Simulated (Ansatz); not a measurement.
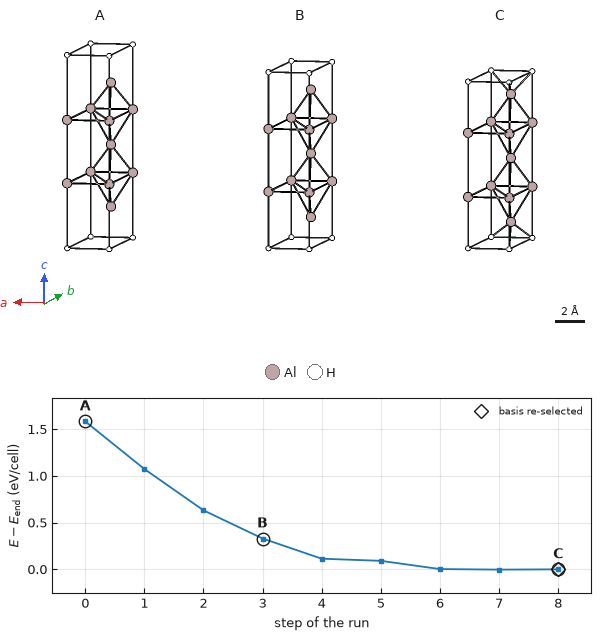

Frames of a relaxation of solid Al5H (a generated structure, set up in P-6m2) (coarse preliminary run), marked on the history of the run. Style: ball-and-stick. Shown: the cell of the calculation, from a free direction.

Method: Ansatz 0.2.0, DFT PBE, scalar-relativistic, plane waves, PAW. (plane-wave cutoff 420 eV; k-point mesh 6 × 6 × 2; occupations gaussian; smearing width 0.1 eV; no spin polarisation; cell and atoms relaxed; force threshold 0.04 eV/Å; at most 70 steps)

Describe the path.

Answer. The largest moves relative to the cell, 0.77 Å, are those of Al atoms. H stays in place. The drawn cell changes as follows: a = b 2.931 → 2.863 Å (−2.3 %), c 14.189 → 12.237 Å (−13.8 %); the volume changes by −17.7 %. Among the contacts that change: Al–Al 5.091 → 2.856 Å, Al–H 3.057 → 2.184 Å, Al–Al 2.931 → 2.863 Å, Al–Al 2.796 → 2.863 Å. New bonds form, among them: Al–Al (5.09 → 2.86 Å). The space group stays P-6m2 (No. 187). After 7 accepted moves (8 points after the start) the energy has fallen by 1.584 eV per cell of the calculation. Largest force component: 0.88 eV/Å at the start, 0.037 eV/Å at the end. Pressure: −4.14 GPa at the start and −0.10 GPa at the end. At 1 point the geometry stayed and the basis and grid were re-selected for the new cell (energy shift of 3.1 meV per cell of the calculation at most each time). The run took 23 s on 1 thread of Arm Neoverse V1 (shared host), peak memory 0.34 GiB. From step 0 to 3: Al atoms move most (0.53 Å), volume −14.9 %, energy −1.254 eV per cell of the calculation. From step 3 to 8: Al atoms move most (0.26 Å), volume −3.3 %, energy −0.330 eV per cell of the calculation.
